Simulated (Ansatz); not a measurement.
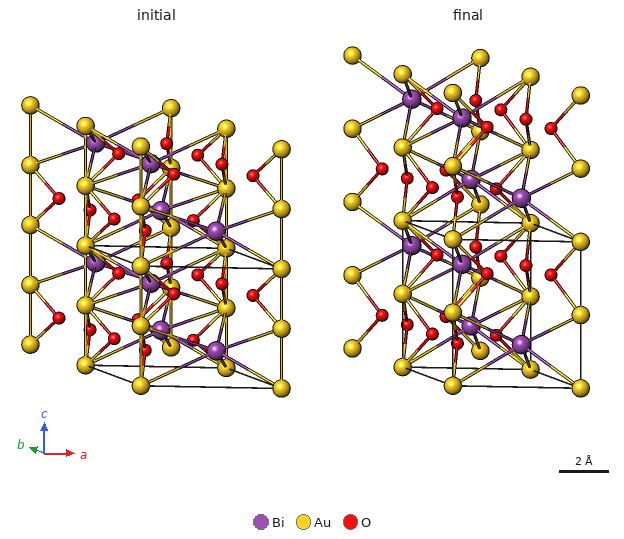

The structure of a crystal of BiAuO3 (built on the hexagonal perovskite (2H) type) (coarse preliminary run) before (left) and after (right) a relaxation, at one scale.

Style: ball-and-stick. Shown: the cell of the calculation, repeated 1 × 2 × 2 with one cell outlined, slightly off an axis.

Case: hexagonal perovskite (2H) type (P6_3/mmc, No. 194).

Level of theory: Ansatz 0.2.0, DFT PBE, scalar-relativistic, plane waves, PAW. Set-up: plane-wave cutoff 420 eV; k-point mesh 6 × 6 × 4; occupations gaussian; smearing width 0.1 eV; no spin polarisation; cell and atoms relaxed; force threshold 0.04 eV/Å; at most 70 steps.

> Describe what moved and what it gained.

The energy falls by 524 meV per atom in 10 accepted moves (13 points after the start). Largest force component: 4.3 eV/Å at the start, 0.0017 eV/Å at the end. Pressure: 31.02 GPa at the start and 0.03 GPa at the end. The SCF was repeated 3 times at an unchanged geometry on a basis and grid sized afresh for the cell, which shifted the energy by 19.2 meV per atom at most. The largest moves relative to the cell, 0.19 Å, are those of O atoms. Bi and Au stay in place. Cell: a = b 5.822 → 5.291 Å (−9.1 %), c 4.974 → 6.087 Å (+22.4 %). Volume +1.1 %. Near-neighbour distances that change, for instance: Au–Au 2.487 → 3.044 Å, Au–O 1.927 → 2.158 Å, Au–Bi 3.584 → 3.413 Å. Among the angles between lasting bonds that change: Au–O–Au 80.4° → 89.7°, O–Au–O 97.2° → 104.3°, O–Au–O 82.8° → 75.7°. The space group stays P6_3/mmc (No. 194).
